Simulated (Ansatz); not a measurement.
# PH2 (SMILES [PH2]): UCCSDT(Q)/6-31G(d) (spherical functions)

What is the vertical doublet–quartet gap of PH2 at UCCSDT(Q)/6-31G* (spherical functions)? 

Program for the calculation: Ansatz 0.2.0.

46 further runs of the same task are left out: 46 set aside as unsound or not needed.

## (1) The structure to begin with

The species is PH2 (3 atoms), meant as a doublet with charge 0. SMILES: `[PH2]`. The shape is that of a GFN2-xTB optimisation.

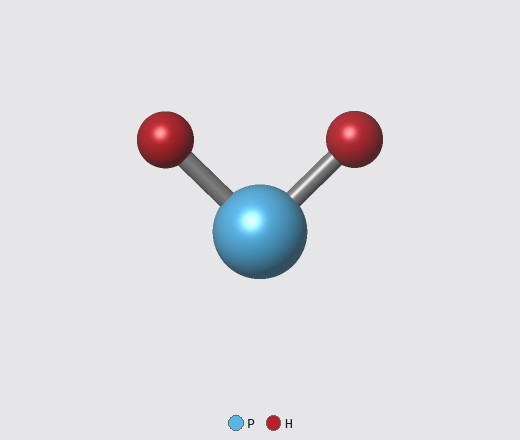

The structure, seen from a chosen angle (phosphorus blue, hydrogen red).

## (2) The energy at UCCSDT(Q)/6-31G(d) (spherical functions)

File job.yaml:

```yaml
crystal:
  periodic: [false, false, false]
  atoms:
    - {symbol: P, position_ang: [0.514470, -0.302750, 0.252680]}
    - {symbol: H, position_ang: [0.111510, 1.027360, 0.172420]}
    - {symbol: H, position_ang: [-0.625980, -0.724620, -0.425100]}
basis:
  gaussian:
    orbitals: 6-31G_st_-spherical.json
total_charge: 0
magnetization:
  spin_polarized: true
  initial_magnetization: 1
correlation:
  method: ccsdt_q
  frozen_orbitals: {H: 0, P: 5}
accuracy: high
scf:
  omitted_lower_state_checks: [cluster_reference, increment]
```

The basis set 6-31G* is read from a file made from the Basis Set Exchange's data (not shown).

On the command line:

```bash
ansatz run job.yaml --threads 1 --pin off --max-ram 2610MiB --events-out events.jsonl --progress --plain --runs-dir runs
```

Standard output, cut to the lines that bear on the results:

```text
Warning: RAYON_NUM_THREADS=1 ignored (pool sized by the plan → 1); use --threads N
Functional definition: HF
  name "HF"
[...]
379 factors; integrals over basis functions are off by at most 3.4e-9 eV
[...]
mean field -9302.15633124 eV, -341.8479399451 hartree, gradient 8.4e-8 eV, S^2 0.762577; 0 other end points of the search recorded, 0 dependent functions left out
5 core orbitals not correlated: weight in the atoms' cores, before any rotation towards them, 1.000 or more for the frozen orbitals, at most 0.000 for the correlated occupied ones
reference -9302.15633124 eV, -341.8479399451 hartree; 4, 3 occupied and 13, 14 virtual orbitals, 379 factors
second order -2.30008016 eV of doubles, -0.00000000 eV of singles
cycle   1  -2.75244482 eV  change   -4.5e-1 eV  update   5.5e-2
[...]
cycle  20  -3.01507280 eV  change   1.8e-10 eV  update  4.8e-10
perturbative correction -0.00142639 eV, -0.0000524188 hartree
Total energy: -9305.17283043 eV, -341.9587942456 hartree
Checks for a lower state left out: cluster_reference, increment
```

Run time: 1.9 s. Hardware: 1 thread of Arm Neoverse V1, shared host.

## (3) The quartet

File molecule.yaml:

```yaml
crystal:
  periodic: [false, false, false]
  atoms:
    - {symbol: P, position_ang: [0.514470, -0.302750, 0.252680]}
    - {symbol: H, position_ang: [0.111510, 1.027360, 0.172420]}
    - {symbol: H, position_ang: [-0.625980, -0.724620, -0.425100]}
basis:
  gaussian:
    orbitals: 6-31G_st_-spherical.json
accuracy: high
scf:
  omitted_lower_state_checks: [cluster_reference, increment]
correlation:
  method: ccsdt_q
  frozen_orbitals: {H: 0, P: 5}
magnetization:
  spin_polarized: true
  initial_magnetization: 3
```

The basis set 6-31G* is read from a file made from the Basis Set Exchange's data (not shown).

On the command line:

```bash
ansatz run molecule.yaml --threads 1 --pin off --max-ram 2610MiB --events-out events.jsonl --progress --plain --runs-dir runs
```

Standard output, cut to the lines that bear on the results:

```text
Warning: RAYON_NUM_THREADS=1 ignored (pool sized by the plan → 1); use --threads N
[... 2 set-up lines as earlier in the session ...]
[...]
381 factors; integrals over basis functions are off by at most 3.4e-9 eV
[...]
mean field -9296.30382683 eV, -341.6328643750 hartree, gradient 1.6e-8 eV, S^2 3.755553; 2 other end points of the search recorded, 0 dependent functions left out
5 core orbitals not correlated: weight in the atoms' cores, before any rotation towards them, 1.000 or more for the frozen orbitals, at most 0.000 for the correlated occupied ones
reference -9296.30382683 eV, -341.6328643750 hartree; 5, 2 occupied and 12, 15 virtual orbitals, 381 factors
second order -1.80254108 eV of doubles, -0.00000000 eV of singles
cycle   1  -2.19536872 eV  change   -3.9e-1 eV  update   5.3e-2
[...]
cycle  23  -2.48181137 eV  change  -2.5e-10 eV  update  7.5e-10
perturbative correction -0.00134402 eV, -0.0000493918 hartree
Total energy: -9298.78698222 eV, -341.7241186523 hartree
Checks for a lower state left out: cluster_reference, increment
```

It took 1.9 s on 1 thread of Arm Neoverse V1, shared host.

## (4) Summary of results

Level: UCCSDT(Q)/6-31G* (spherical functions), 5 core orbitals frozen.

| quantity | value |
| --- | --- |
| doublet: total energy | -341.95879 Eh |
| doublet: correlation energy (5 core orbitals frozen) | -110.9 mEh |
| doublet: ⟨S²⟩ of the reference determinant | 0.763 |
| doublet: T1 diagnostic | 0.011 |
| quartet: total energy | -341.72412 Eh |
| quartet: correlation energy (5 core orbitals frozen) | -91.3 mEh |
| quartet: ⟨S²⟩ of the reference determinant | 3.756 |
| quartet: T1 diagnostic | 0.017 |
| vertical energy of the quartet above the doublet | 6.386 eV |

In words: At this shape the quartet lies 6.39 eV (616 kJ/mol) above the doublet.
